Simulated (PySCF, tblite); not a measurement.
# C14H10: NMR shifts, electronic excitations, part 2 of 2

tblite 0.8.0 and PySCF 2.14.0. Atoms count from 0. Earlier steps stand in the parts before.

## 7. Electronic excitations: TDDFT wB97X-D/def2-SVPD

Job settings and geometry (Å):

```
{"job": {"kind": "uv", "xc": "wB97X-D", "grid": 1, "kgrid": 1, "vcut": null, "nstates": 8, "ntriplets": 3, "tda": false, "delta": ["ip_vertical", "ea_vertical"], "pop": false, "basis": "def2-SVPD"}, "charge": 0, "multiplicity": 1}
C      3.581661    -0.144545     0.096294
C      2.956147    -1.403068     0.081888
C      1.578643    -1.497058     0.035953
C      0.763277    -0.344701     0.002403
C      1.401763     0.927414     0.017050
C      2.811646     0.999606     0.064110
C      0.608420     2.120129    -0.015971
C     -0.748415     2.060841    -0.061256
C     -1.434645     0.803159    -0.077687
C     -2.845452     0.752106    -0.124768
C     -3.513465    -0.454701    -0.140955
C     -2.780903    -1.653774    -0.109978
C     -1.400440    -1.627041    -0.063643
C     -0.687694    -0.408154    -0.046054
H      4.671189    -0.074511     0.132682
H      3.560444    -2.312824     0.106806
H      1.119953    -2.486476     0.025697
H      3.284752     1.985071     0.074623
H      1.122020     3.084834    -0.003834
H     -1.343877     2.977057    -0.085897
H     -3.401929     1.692772    -0.148221
H     -4.604941    -0.479865    -0.177429
H     -3.303888    -2.612827    -0.122643
H     -0.858219    -2.573023    -0.040486
```

Level: TDDFT wB97X-D/def2-SVPD, vertical, gas phase, core orbitals frozen in the response.

Output:

```text
nearly dependent basis: matrix products in double precision
start: PBE on a coarse grid of 20395 points
cycle   1  E = -538.2590169331  dE =  1.933e+00  |g| = 6.070e-01  |ddm| = 1.805e+02
cycle   2  E = -538.1718630399  dE =  8.715e-02  |g| = 8.277e-01  |ddm| = 1.387e+01
cycle   3  E = -538.3709403426  dE = -1.991e-01  |g| = 7.818e-02  |ddm| = 1.405e+01
cycle   4  E = -538.3718200324  dE = -8.797e-04  |g| = 5.077e-02  |ddm| = 3.048e+00
cycle   5  E = -538.3724253747  dE = -6.053e-04  |g| = 2.026e-02  |ddm| = 6.410e-01
cycle   6  E = -538.3725209472  dE = -9.557e-05  |g| = 1.073e-02  |ddm| = 2.495e-01
cycle   7  E = -538.3725516410  dE = -3.069e-05  |g| = 1.625e-03  |ddm| = 8.466e-02
final grid: 89588 points
cycle   8  E = -538.9704723672  dE = -8.781e-03  |g| = 3.004e-02  |ddm| = 7.121e+01
cycle   9  E = -538.9709203854  dE = -4.480e-04  |g| = 1.470e-02  |ddm| = 8.829e+00
cycle  10  E = -538.9709953188  dE = -7.493e-05  |g| = 4.839e-03  |ddm| = 1.447e+00
cycle  11  E = -538.9710104731  dE = -1.515e-05  |g| = 2.000e-03  |ddm| = 7.248e-01
cycle  12  E = -538.9710122686  dE = -1.795e-06  |g| = 8.535e-04  |ddm| = 7.188e-02
cycle  13  E = -538.9710127545  dE = -4.859e-07  |g| = 3.117e-04  |ddm| = 1.297e-02
cycle  14  E = -538.9710128319  dE = -7.736e-08  |g| = 1.337e-04  |ddm| = 1.627e-02
cycle  15  E = -538.9710128392  dE = -7.363e-09  |g| = 2.917e-05  |ddm| = 3.507e-03
converged SCF energy = -538.9710128392
Vertical ionisation energy (delta-SCF) = 7.8718 eV   <S^2> = 0.783

Static polarisability (au): isotropic 167.884, principal 83.800 172.513 247.338

Singlet excitations
state   eV       nm        f      main configurations
  1   4.2539    291.5   0.00135   H->L+1 0.55, H-1->L 0.40
  2   4.5441    272.8   0.07607   H->L 0.71, H-1->L+1 0.26
  3   5.2552    235.9   0.17481   H-1->L 0.50, H->L+1 0.40
  4   5.2977    234.0   0.69871   H-1->L+1 0.47, H-1->L+2 0.19, H->L 0.19
  5   5.4313    228.3   0.37201   H-2->L+1 0.28, H-1->L+2 0.23, H-1->L+1 0.22
  6   5.8491    212.0   0.10717   H->L+2 0.81
  7   6.1016    203.2   0.07415   H-2->L 0.79
  8   6.4173    193.2   0.45503   H-1->L+2 0.46, H-2->L+1 0.28, H->L+3 0.18

Triplet excitations (Tamm-Dancoff, eV): 3.1702 3.8083 3.8708
```

It took 2 min on 2 threads of Arm Neoverse V1, shared host; peak memory 1.6 GiB.

The orbitals next to the gap, with their largest atomic shares:

```
orbital      eV                        atoms
 HOMO−4  -11.10     C7 17 %, C6 17 %, C1 8 %
 HOMO−3  -10.15  C13 13 %, C3 13 %, C10 12 %
 HOMO−2   -9.46    C8 11 %, C4 11 %, C1 11 %
 HOMO−1   -8.25  C0 12 %, C10 12 %, C13 10 %
   HOMO   -7.92    C7 14 %, C6 14 %, C11 9 %
   LUMO    0.34     C7 14 %, C6 14 %, C1 9 %
 LUMO+1    0.48   C0 11 %, C10 11 %, C13 9 %
 LUMO+2    1.56    C8 10 %, C4 10 %, C11 9 %
 LUMO+3    2.45    C5 10 %, C9 10 %, C3 10 %
```

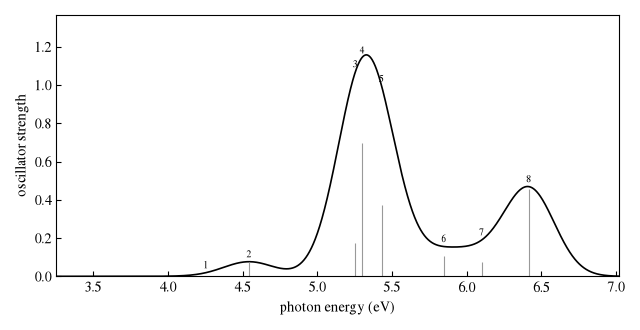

Absorption spectrum from the 8 singlet states computed; above the last one it falls off for lack of states. Lines are broadened to a width of 0.40 eV (Gaussian).

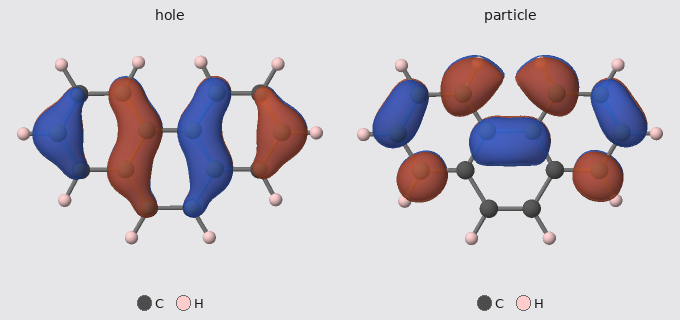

Leading natural transition orbitals of singlet state 4: the electron leaves the hole (left) for the particle orbital (right).

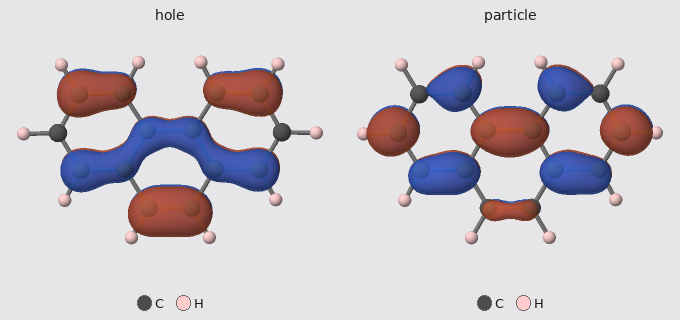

Leading natural transition orbitals of singlet state 1: the electron leaves the hole (left) for the particle orbital (right).

Ground-state properties from the same run:

| property | computed | measured |
| --- | --- | --- |
| dipole moment (D) | 0.02 | – |
| polarisability (Å³) | 24.88 | 24.78 |
| HOMO–LUMO gap (eV) | 8.25 | – |
| −ε(HOMO) (eV) | 7.92 | – |

Measured: gas; NIST CCCBDB Release 22 (SRD 101), experimental polarizabilities.

Orbitals, density, ELF and potential are computed afterwards from the orbital file.

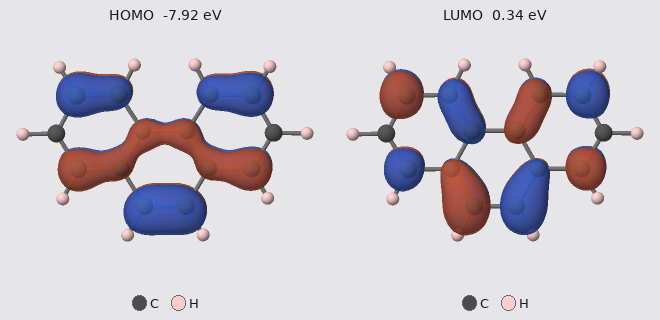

Frontier orbitals at wB97X-D/def2-SVPD; each surface holds 70 % of the orbital's density, blue and red mark the sign.

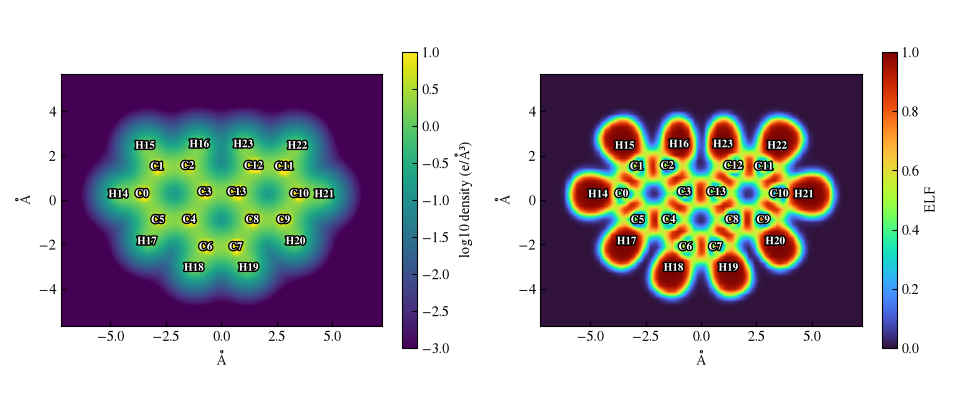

Density (left) and ELF (right) in a plane through or near 24 of the atoms.

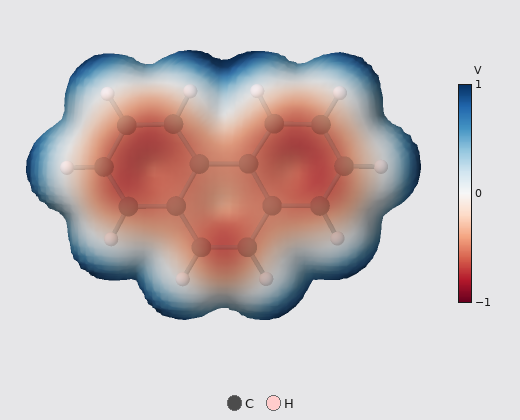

The potential that a unit positive charge feels on the 0.002 e/bohr³ surface, from the 1st to the 99th percentile, from -0.67 V near C11 to 1.00 V near H16.

## 8. Electronic excitations: TDA PBE0/def2-TZVP

The job, as its differences from that of step 7:

```diff
@@ -1,2 +1,2 @@
-{"job": {"kind": "uv", "xc": "wB97X-D", "grid": 1, "kgrid": 1, "vcut": null, "nstates": 8, "ntriplets": 3, "tda": false, "delta": ["ip_vertical", "ea_vertical"], "pop": false, "basis": "def2-SVPD"}, "charge": 0, "multiplicity": 1}
+{"job": {"kind": "uv", "xc": "PBE0", "grid": 1, "kgrid": 1, "vcut": 2.5, "nstates": 6, "ntriplets": 3, "tda": true, "delta": [], "pop": false, "basis": "def2-TZVP"}, "charge": 0, "multiplicity": 1}
 C      3.581661    -0.144545     0.096294
```

Level: TDA PBE0/def2-TZVP, vertical, gas phase, core orbitals frozen in the response, virtual orbitals cut by energy.

Output:

```text
nearly dependent basis: matrix products in double precision
start: PBE on a coarse grid of 20395 points
cycle   1  E = -538.9301210355  dE =  2.048e+00  |g| = 6.966e-01  |ddm| = 4.861e+00
cycle   2  E = -538.8125883419  dE =  1.175e-01  |g| = 9.529e-01  |ddm| = 2.383e+00
cycle   3  E = -539.0646474032  dE = -2.521e-01  |g| = 9.835e-02  |ddm| = 1.486e+00
cycle   4  E = -539.0658737572  dE = -1.226e-03  |g| = 6.805e-02  |ddm| = 1.685e-01
cycle   5  E = -539.0669075026  dE = -1.034e-03  |g| = 2.615e-02  |ddm| = 7.765e-02
cycle   6  E = -539.0670622513  dE = -1.547e-04  |g| = 1.368e-02  |ddm| = 3.209e-02
cycle   7  E = -539.0671112989  dE = -4.905e-05  |g| = 2.014e-03  |ddm| = 1.129e-02
final grid: 89588 points
cycle   8  E = -539.0752183708  dE = -8.385e-03  |g| = 3.855e-02  |ddm| = 8.055e-01
cycle   9  E = -539.0753314748  dE = -1.131e-04  |g| = 2.979e-02  |ddm| = 1.052e-01
cycle  10  E = -539.0755623377  dE = -2.309e-04  |g| = 5.838e-03  |ddm| = 3.549e-02
cycle  11  E = -539.0755700630  dE = -7.725e-06  |g| = 2.208e-03  |ddm| = 7.502e-03
cycle  12  E = -539.0755710900  dE = -1.027e-06  |g| = 9.561e-04  |ddm| = 2.400e-03
cycle  13  E = -539.0755713288  dE = -2.388e-07  |g| = 2.857e-04  |ddm| = 1.105e-03
cycle  14  E = -539.0755713515  dE = -2.264e-08  |g| = 5.668e-05  |ddm| = 2.901e-04
converged SCF energy = -539.0755713515

Static polarisability (au): isotropic 167.123, principal 78.015 171.849 251.506

Singlet excitations
state   eV       nm        f      main configurations
  1   4.0609    305.3   0.00162   H->L+1 0.58, H-1->L 0.41
  2   4.4061    281.4   0.05652   H->L 0.68, H-1->L+1 0.28
  3   5.0136    247.3   0.11767   H-1->L 0.43, H->L+1 0.33, H->L+2 0.15
  4   5.1847    239.1   0.29547   H-1->L+2 0.46, H-1->L+1 0.22, H-2->L+1 0.15
  5   5.2700    235.3   0.03637   H->L+2 0.47, H-2->L 0.40
  6   5.3381    232.3   0.63206   H-1->L+1 0.41, H-2->L+1 0.32, H->L 0.12

Triplet excitations (Tamm-Dancoff, eV): 3.0297 3.5629 3.6551
```

It took 65 s on 2 threads of Arm Neoverse V1, shared host; peak memory 1.4 GiB.

## 9. What came out

What follows sums up all 2 parts.

```
                                                                    quantity                                                value
                                                                 point group                                                  C2v
                                        rotational constants (main isotopes)                                 1.62, 0.55, 0.41 GHz
$^{13}$C shifts against TMS (PBE0/pcSseg-2, means over atoms taken as alike)  141.6, 139.9, 138.5, 137.0, 135.7, 135.5, 131.7 ppm
 $^{1}$H shifts against TMS (PBE0/pcSseg-2, means over atoms taken as alike)                     9.19, 8.17, 8.04, 7.95, 7.88 ppm
                                          lowest singlet (wB97X-D/def2-SVPD)                          4.25 eV (291 nm), f = 0.001
                                    brightest single state of those computed                          state 4, 5.30 eV, f = 0.699
                                                              lowest triplet                                              3.17 eV
                                       surface potential, 1st and 99th percentile                                   -0.67 V and 1.00 V
```

The optimisation took 2 steps and gained 0.059 eV; among the close pairs (by a distance rule), C0–H14 changed most, from 1.080 to 1.092 Å (PBE0/def2-SVP). No frequency check was run at this level, so the end point may be a saddle. NICS(1)zz of -30 ppm above the planar ring from C0 marks a diatropic (aromatic) ring current. NICS(1)zz of -21 ppm above the planar ring from C3 marks a diatropic (aromatic) ring current. The first singlet state (HOMO→LUMO+1 0.55, HOMO−1→LUMO 0.40) lies at 4.25 eV and is weak; of the 8 states computed, the strongest absorption comes from state 4 at 5.30 eV (the last state computed is bright too, and its partners may lie past the list). The lowest triplet lies 1.08 eV below the lowest singlet (triplets in Tamm-Dancoff, singlets in full TDDFT). The polarisability is 0 % above the measured 24.78 Å³.
